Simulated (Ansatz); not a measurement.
Consider Lu2GaN3.

Input

```
crystal:
  lattice:
    - [2.8681531423, 1.6559289888, 2.8324449826]
    - [-2.8681531423, 1.6559289888, 2.8324449826]
    - [0.0, -3.3118579776, 2.8324449826]
  atoms:
    - { symbol: Lu, position: [0.6798388053, 0.6798388053, 0.6798388053] }
    - { symbol: Lu, position: [0.3201611947, 0.3201611947, 0.3201611947] }
    - { symbol: Ga, position: [0.0, 0.0, 0.0] }
    - { symbol: "N", position: [0.0, 0.5, 0.0] }
    - { symbol: "N", position: [0.5, 0.0, 0.0] }
    - { symbol: "N", position: [0.0, 0.0, 0.5] }
kpoints:
  mp_grid: { grid: [6, 6, 6] }
hamiltonian:
  xc: r2scan
  dispersion: rvv10
scf:
  occupations: { method: fermi_dirac, width: 0.03 }
relax:
  f_tol: 0.01
  cell: {}
  max_steps: 120
output:
  write_density: true
  write_potential: true
  elf: true
  volumetric_format: npy
```

Run with:

```sh
ansatz run input.yaml --threads 2 --pin off --max-ram 2211MiB --backend cpu --events-out ev --progress --plain --runs-dir out
```

Below, planes, directions and counts refer to the conventional cell (a = 5.73 Å, b = 5.73 Å, c = 8.46 Å, α = 90.00°, β = 90.00°, γ = 120.00°).

The fields are those of the run's last geometry, not of the input's.

Space group R-3m; a structure from a database of computed crystals, not necessarily the ambient phase; started from the Li2GaCu3-166 prototype, which need not be the ambient phase.

Theory: DFT, r2SCAN+rVV10, plane waves, PAW (Ansatz 0.2.0).

Question: What can the converged valence pseudo-density and electron localisation function tell about the bonding?

Answer: Lu–N (2.11 Å): the density is about 0.73 e/Å³ at the midpoint; the ELF peaks at about 0.85 in the valence shell of N, 0.6 Å from its nucleus, and drops to about 0.25 between the two atoms; no localised pair shows between them.

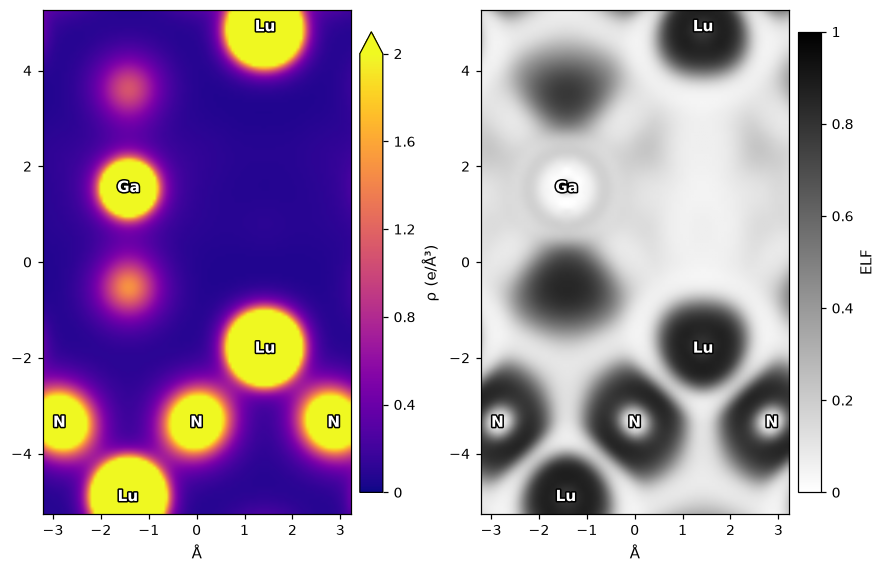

Computed valence pseudo-density and electron localisation function on the (101̄) plane of the conventional cell, in this order. Atoms just off the plane (N, 0.7 Å away) can leave unmarked features too.

The density is the valence pseudo-density of a PAW calculation; it isn't the true density close to the nuclei.
